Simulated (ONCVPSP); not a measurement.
Run report: Mo, pseudopotential generation

- system: molybdenum (Mo, Z = 42), core [Ar] 3d10 4s2, reference valence 4p6 4d6, valence charge 12.
- method: ONCV potential, PBEsol, scalar-relativistic, made with ONCVPSP 4.0.1

### The input
```
# ATOM AND REFERENCE CONFIGURATION
# atsym  z   nc   nv     iexc    psfile
  Mo 42.00    7    2  -116133      upf
#
#   n    l    f
    1    0    2.00
    2    0    2.00
    2    1    6.00
    3    0    2.00
    3    1    6.00
    3    2   10.00
    4    0    2.00
    4    1    6.00
    4    2    6.00
#
# PSEUDOPOTENTIAL AND OPTIMIZATION
# lmax
    2
#
#   l,   rc,      ep,       ncon, nbas, qcut
    0    2.50    0.23    5    9    2.00
    1    1.15    0.00    4    8    8.10
    2    2.50    0.00    4    8    6.90
#
# LOCAL POTENTIAL
# lloc, lpopt,  rc(5),   dvloc0
    4    5    0.80    0.00
#
# VANDERBILT-KLEINMAN-BYLANDER PROJECTORs
# l, nproj, debl
    0    2    1.60
    1    2    0.30
    2    3    1.10
#
# MODEL CORE CHARGE
# icmod, fcfact, rcfact
    1    0.65    0.00
#
# LOG DERIVATIVE ANALYSIS
# epsh1, epsh2, depsh
   -3.00    5.00    0.02
#
# OUTPUT GRID
# rlmax, drl
    6.00    0.01
#
# TEST CONFIGURATIONS
# ncnf
    4
# nvcnf
#   n    l    f
    3
    4    1    6.00
    4    2    5.00
    5    0    1.00
#
    2
    4    1    6.00
    4    2    5.00
#
    2
    4    1    6.00
    4    2    4.00
#
    3
    4    1    6.00
    4    2    5.00
    5    0    0.50
#
```

Command:
```bash
oncvpsp.x < Mo.dat > Mo.out
```

### The program's output (extracts)
```
ONCVPSP  (Optimized Norm-Conservinng Vanderbilt PSeudopotential)
scalar-relativistic version 4.0.1

#   n    l    f        energy (Ha)
    1    0    2.00    -7.2793600E+02
    2    0    2.00    -1.0274314E+02
    2    1    6.00    -9.1860725E+01
    3    0    2.00    -1.7409512E+01
    3    1    6.00    -1.3843900E+01
    3    2   10.00    -8.0376869E+00
    4    0    2.00    -2.2838819E+00
    4    1    6.00    -1.3378161E+00
    4    2    6.00    -8.4879318E-02

Reference configufation results
  iterations    37
  all-electron total energy (Ha)   -4.04640898D+03

Begin loop to  construct optimized pseudo wave functions
and semi-local pseudopoentials for all angular momenta

WARNING wellstate: moderately localized bound state found for n= 5 l=  0
WARNING scattering state with energy  0.05000000
WARNING will be used for the first projector

   Wellstate for l =  0  n =  6
     eigenvalue =   0.0500
     asymptotic potential =   0.5500
     half-point radius = 18.6998

   Wellstate for l =  0  n =  7
     eigenvalue =   1.6500
     asymptotic potential =   2.1500
     half-point radius =  5.0256

Calculating optimized projector #   1

 for l=   0

    Fraction of norm inside rc  0.051426
    Optimizing pswf for qcut=   2.01 a_B^-1,  ecut=   2.01 Ha
    Residual kinetic energy error=  1.26D-03 Ha

    Energy error per electron        Cutoff
         Ha          eV             Ha
         0.01000     0.27211        0.65
         0.00100     0.02721        2.21
         0.00010     0.00272        8.34
         0.00001     0.00027       30.79

Calculating optimized projector #   2

 for l=   0

    Fraction of norm inside rc  0.147254
    Optimizing pswf for qcut=   2.01 a_B^-1,  ecut=   2.01 Ha
    Residual kinetic energy error=  2.12D-01 Ha

    Energy error per electron        Cutoff
         Ha          eV             Ha
         0.01000     0.27211       13.76
         0.00100     0.02721       42.52
         0.00010     0.00272       48.79
         0.00001     0.00027       53.78

WARNING wellstate: negative energy specified for n= 5 l=  1
WARNING scattering state with energy  0.25000000
WARNING will be used for the first projector

   Wellstate for l =  1  n =  5
     eigenvalue =   0.2500
     asymptotic potential =   0.7500
     half-point radius =  4.2790

Calculating optimized projector #   1

 for l=   1

    Fraction of norm inside rc  0.457334
    Optimizing pswf for qcut=   8.11 a_B^-1,  ecut=  32.91 Ha
    Residual kinetic energy error=  4.98D-04 Ha

    Energy error per electron        Cutoff
         Ha          eV             Ha
         0.01000     0.27211       22.23
         0.00100     0.02721       30.55
         0.00010     0.00272       77.84
         0.00001     0.00027      146.09

Calculating optimized projector #   2

 for l=   1

    Fraction of norm inside rc  0.056862
    Optimizing pswf for qcut=   8.11 a_B^-1,  ecut=  32.91 Ha
    Residual kinetic energy error=  1.45D-04 Ha

    Energy error per electron        Cutoff
         Ha          eV             Ha
         0.01000     0.27211        8.85
         0.00100     0.02721       25.24
         0.00010     0.00272       45.47
         0.00001     0.00027      188.89

   Wellstate for l =  2  n =  6
     eigenvalue =   1.0151
     asymptotic potential =   1.5151
     half-point radius =  5.8464

   Wellstate for l =  2  n =  6
     eigenvalue =   2.1151
     asymptotic potential =   2.6151
     half-point radius =  3.9461

Calculating optimized projector #   1

 for l=   2

    Fraction of norm inside rc  0.708596
    Optimizing pswf for qcut=   6.90 a_B^-1,  ecut=  23.83 Ha
    Residual kinetic energy error=  5.45D-08 Ha

    Energy error per electron        Cutoff
         Ha          eV             Ha
         0.01000     0.27211       11.20
         0.00100     0.02721       14.54
         0.00010     0.00272       17.25
         0.00001     0.00027       19.38

Calculating optimized projector #   2

 for l=   2

    Fraction of norm inside rc  0.133240
    Optimizing pswf for qcut=   6.90 a_B^-1,  ecut=  23.83 Ha
    Residual kinetic energy error=  1.15D-07 Ha

    Energy error per electron        Cutoff
         Ha          eV             Ha
         0.01000     0.27211       11.21
         0.00100     0.02721       15.00
         0.00010     0.00272       18.03
         0.00001     0.00027       20.29

Calculating optimized projector #   3

 for l=   2

    Fraction of norm inside rc  0.299688
    Optimizing pswf for qcut=   6.90 a_B^-1,  ecut=  23.83 Ha
    Residual kinetic energy error=  3.24D-06 Ha

    Energy error per electron        Cutoff
         Ha          eV             Ha
         0.01000     0.27211       13.77
         0.00100     0.02721       17.21
         0.00010     0.00272       20.15
         0.00001     0.00027       22.76

Construct Vanderbilt / Kleinmman-Bylander projectors

B matrix Hermiticity error, ll=   0
   1   2    3.1902E-05

  Orthonormal projector coefficients  1.4974E+01  1.6726E+00

B matrix Hermiticity error, ll=   1
   1   2    1.6053E-04

  Orthonormal projector coefficients  1.5291E+01  2.6588E+00

B matrix Hermiticity error, ll=   2
   1   2   -6.2149E-05
   1   3   -1.3573E-04
   2   3   -6.4254E-05

  Orthonormal projector coefficients  6.2633E+00 -1.1287E+00 -3.4794E-01

Model core correction analysis
  based on d2Exc/dn_idn_j

d2excae - all-electron derivatives

   -2.719634D-02   -1.448394D-02
   -1.466517D-02   -1.264544D-02

d2excps - pseudofunction derivatives with no core correction

   -3.583236D-02   -1.722308D-02
   -1.741053D-02   -1.424005D-02

rms 2nd derivative error    4.800089E-03

Polynomial model core charge

d2excps - pseudofunction derivatives with core correction

   -2.755914D-02   -1.467374D-02
   -1.485491D-02   -1.313396D-02

rms 2nd derivative error    3.325243E-04

Pseudoatom total energy  -46.745790

Diagnostic tests using Vanderbilt-Kleinman-Bylander pseudopotentials
  1 or more projectors used as specified by nproj input data

   l    rcore       rmatch      e in        delta e   norm test  slope test

   0   2.5060124   2.5821003   0.0500000   0.0000010   1.0000285   1.0000285
   0   2.5060124   2.5821003   1.6500000   0.0000004   1.0000462   1.0000462

   1   1.1514517   1.1864122  -1.3378161  -0.0000182   1.0001234   1.0001854
   1   1.1514517   1.1864122   0.2500000   0.0000123   1.0003535   1.0003535

   2   2.5060124   2.5821003  -0.0848793  -0.0000007   1.0000523   1.0000529
   2   2.5060124   2.5821003   1.0151207   0.0000078   1.0001365   1.0001365
   2   2.5060124   2.5821003   2.1151207   0.0000158   1.0001687   1.0001687

 Testing for bound ghosts
   n   l    E NL Schr. Eq   E Basis Diag.   E Cutoff

       0                       -9.703149     55.22  WARNING - GHOST(-)
   1   0       -0.127393       -0.118576     55.22

   2   1       -1.337834       -1.333740    227.35

   3   2       -0.084880       -0.083457     70.58

 Testing for highly-localized positive-energy ghosts
       l    <radius>/rc     E Basis Diag.   E Cutoff

       0        0.363645        1.038406     55.22  WARNING - GHOST(+)

       1        0.806631        9.202542    227.35  WARNING - GHOST(+)

Test configuration 0

   n   l     f        eae           eps        diff
   1   0  2.0000 -727.93600239
   2   0  2.0000 -102.74313662
   2   1  6.0000  -91.86072540
   3   0  2.0000  -17.40951207
   3   1  6.0000  -13.84390005
   3   2 10.0000   -8.03768693
   4   0  2.0000   -2.28388190
   4   1  6.0000   -1.33781607   -1.33783426   -1.82D-05
   4   2  6.0000   -0.08487932   -0.08487998   -6.59D-07

    Total energies and differences
      AE_ref= -4.04640898D+03  AE_tst= -4.04640898D+03  dif=  0.00D+00
      PS_ref= -4.67457895D+01  PS_tst= -4.67457895D+01  dif=  2.84D-14
      PSP excitation error= -2.84D-14

Test configuration 1

   n   l     f        eae           eps        diff
   1   0  2.0000 -728.01409776
   2   0  2.0000 -102.82691458
   2   1  6.0000  -91.94407071
   3   0  2.0000  -17.49243758
   3   1  6.0000  -13.92685075
   3   2 10.0000   -8.12104653
   4   0  2.0000   -2.36306370
   4   1  6.0000   -1.41323439   -1.41568687   -2.45D-03
   4   2  5.0000   -0.13851641   -0.13902571   -5.09D-04
   5   0  1.0000   -0.15137819   -0.15093992    4.38D-04

    Total energies and differences
      AE_ref= -4.04640898D+03  AE_tst= -4.04643743D+03  dif= -2.84D-02
      PS_ref= -4.67457895D+01  PS_tst= -4.67739844D+01  dif= -2.82D-02
      PSP excitation error= -2.46D-04

Test configuration 2

   n   l     f        eae           eps        diff
   1   0  2.0000 -728.26218651
   2   0  2.0000 -103.07097337
   2   1  6.0000  -92.18839554
   3   0  2.0000  -17.73761717
   3   1  6.0000  -14.17201269
   3   2 10.0000   -8.36588715
   4   0  2.0000   -2.61121366
   4   1  6.0000   -1.66278822   -1.66292499   -1.37D-04
   4   2  5.0000   -0.38273198   -0.38277950   -4.75D-05

    Total energies and differences
      AE_ref= -4.04640898D+03  AE_tst= -4.04618367D+03  dif=  2.25D-01
      PS_ref= -4.67457895D+01  PS_tst= -4.65204756D+01  dif=  2.25D-01
      PSP excitation error= -2.47D-06

Test configuration 3

   n   l     f        eae           eps        diff
   1   0  2.0000 -728.69763070
   2   0  2.0000 -103.51078063
   2   1  6.0000  -92.62786221
   3   0  2.0000  -18.17523779
   3   1  6.0000  -14.60962477
   3   2 10.0000   -8.80393089
   4   0  2.0000   -3.03861187
   4   1  6.0000   -2.08379263   -2.08439427   -6.02D-04
   4   2  4.0000   -0.76489285   -0.76493279   -3.99D-05

    Total energies and differences
      AE_ref= -4.04640898D+03  AE_tst= -4.04561569D+03  dif=  7.93D-01
      PS_ref= -4.67457895D+01  PS_tst= -4.59524378D+01  dif=  7.93D-01
      PSP excitation error= -6.14D-05

Test configuration 4

   n   l     f        eae           eps        diff
   1   0  2.0000 -728.13213401
   2   0  2.0000 -102.94311111
   2   1  6.0000  -92.06038948
   3   0  2.0000  -17.60917660
   3   1  6.0000  -14.04358241
   3   2 10.0000   -8.23762899
   4   0  2.0000   -2.48132637
   4   1  6.0000   -1.53224605   -1.53365425   -1.41D-03
   4   2  5.0000   -0.25565612   -0.25594224   -2.86D-04
   5   0  0.5000   -0.25284582   -0.25252511    3.21D-04

    Total energies and differences
      AE_ref= -4.04640898D+03  AE_tst= -4.04633667D+03  dif=  7.23D-02
      PS_ref= -4.67457895D+01  PS_tst= -4.66734058D+01  dif=  7.24D-02
      PSP excitation error= -7.42D-05
```

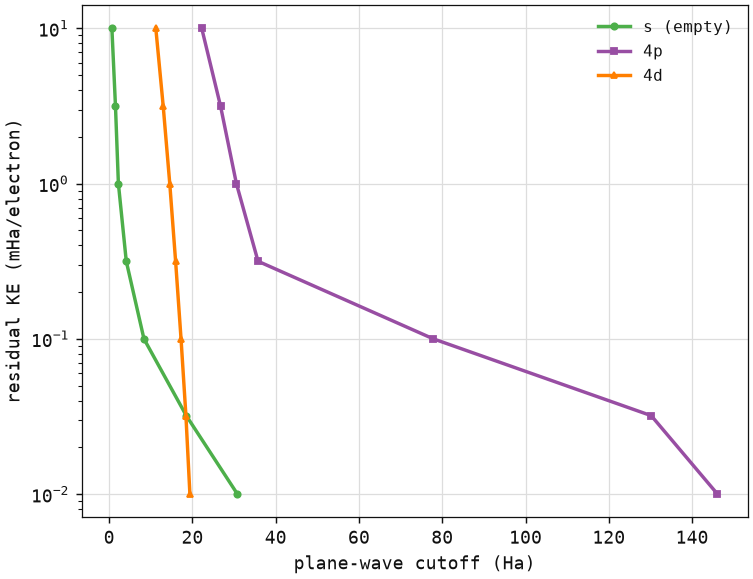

**Figure 1.** Residual kinetic energy of the pseudo-waves (the first of each channel, and further valence shells) beyond the plane-wave cutoff, as the generator prints it.

- Cutoffs for the occupied states: 31 Ha for 1 mHa and 78 Ha for 0.1 mHa per electron. The first is set by 4p.
- Cutoffs for 1 mHa per electron: 4p: 31 Ha; 4d: 15 Ha; s (empty): 2.2 Ha.
- Hardest wave at 1 mHa per electron: 4p, with rc = 1.15 bohr and qcut = 8.1 1/bohr. The optimisation minimises, but can't always remove, the kinetic energy above qcut²/2 = 32.8 Ha, and a larger rc would as a rule soften the wave at some cost in transferability. The potential isn't sound: its ghost test gives GHOST(-) flagged for s at -264.0 eV; GHOST(+) flagged for s at 28.3 eV, p at 250.4 eV.

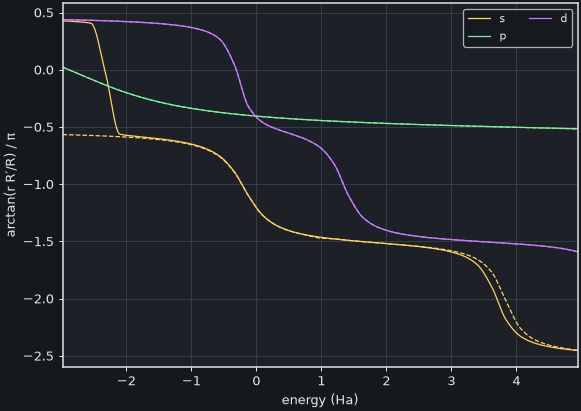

**Figure 2.** Unwrapped phase arctan(r R′/R) in units of π against energy, all-electron (solid) and pseudo (dashed); the pseudo phase is matched to the all-electron one at the reference energy. Here R(r) is the radial function. Not drawn: f: not judged.

- Ghost states: Going away from the reference energies, the phases part by more than π/2 in: s at about -2.3 Ha (below its reference energy, pseudo phase lower, at the 4s core level, which only the all-electron atom has). Such a step is either a state that only one of the two atoms has or an ordinary level shifted in energy. The separate test gives: GHOST(-) flagged for s at -264.0 eV; GHOST(+) flagged for s at 28.3 eV, p at 250.4 eV. The bound ghosts lie below the range of the plot.
- Poles, where the radial function vanishes at the test radius: s: all-electron at -2.3 and 1.6 Ha, pseudo at 1.6 Ha; p: all-electron at 3.8 Ha, pseudo at 3.8 Ha; d: all-electron at 0.2 and 3.4 Ha, pseudo at 0.2 and 3.4 Ha.
- Range over which the phases agree within 0.05 rad: s: between about -2.0 and 1.0 Ha; p: over the whole range drawn; d: over the whole range drawn.

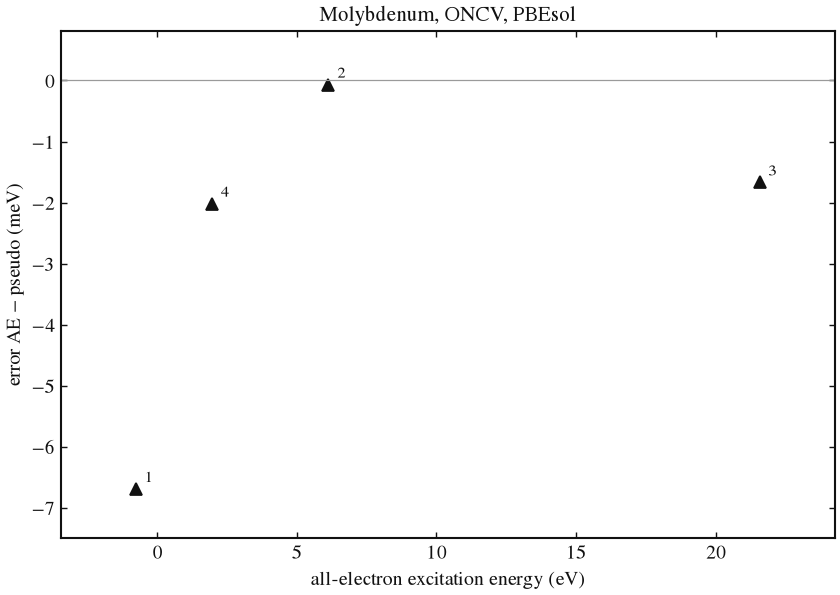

**Figure 3.** Errors, all-electron minus pseudo, of the energies of valence configurations relative to the unpolarised reference 4p6 4d6. Points: 1 = 4p6 4d5 5s1; 2 = 4p6 4d5; 3 = 4p6 4d4; 4 = 4p6 4d5 5s0.5.

- Worst configuration: 4p6 4d5 5s1 (neutral): the error is -6.7 meV on an all-electron energy of -0.77 eV relative to the reference, or 0.86 %.
- Errors in meV: 4p6 4d5 5s1: -6.7; 4p6 4d5: -0.1; 4p6 4d4: -1.7; 4p6 4d5 5s0.5: -2.0.

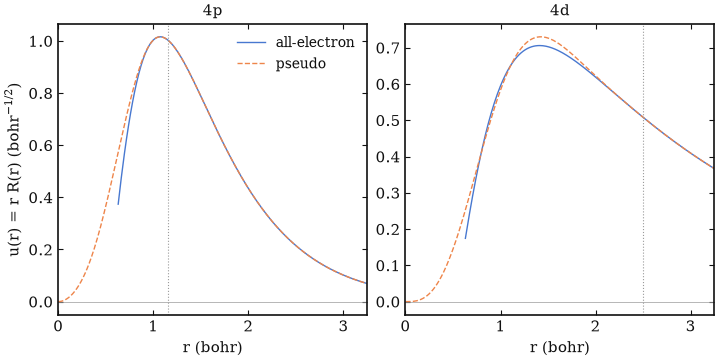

**Figure 4.** Partial waves u(r) = r R(r), all-electron (solid) and pseudo (dashed). Dotted lines mark the matching radii. The innermost oscillations of some all-electron curves aren't drawn. Pseudo-waves: 4p has no node; 4d has no node.

### Results in brief

- outcome: generated, with a ghost state
- cutoffs needed: 31 Ha and 78 Ha (the cutoffs at which the residual kinetic energy of the hardest occupied pseudo-wave falls to 1 and 0.1 mHa per electron)
- ghost test: GHOST(-) flagged for s at -264.0 eV; GHOST(+) flagged for s at 28.3 eV, p at 250.4 eV
- largest excitation error: -6.7 meV (all-electron minus pseudo) for 4p6 4d5 5s1, out of 4 test configurations
- rms error of d²Exc/dni dnj: 4.80 mHa without and 0.33 mHa with the model core
- range over which the phases arctan(r R′/R) at the test radius agree within 0.05 rad (a looser test near the poles than one of phase shifts): s: between about -2.0 and 1.0 Ha; p: over the whole range computed; d: over the whole range computed; f: not judged, local potential alone
- hardware: 1 CPU thread, shared host
- wall time: 9.4 s

### Remarks

The potential has a bound ghost state, so it can't be used as it stands. Warnings of the program, in the generation or the tests: wellstate: moderately localized bound state found for n= 5 l= 0; wellstate: negative energy specified for n= 5 l= 1.
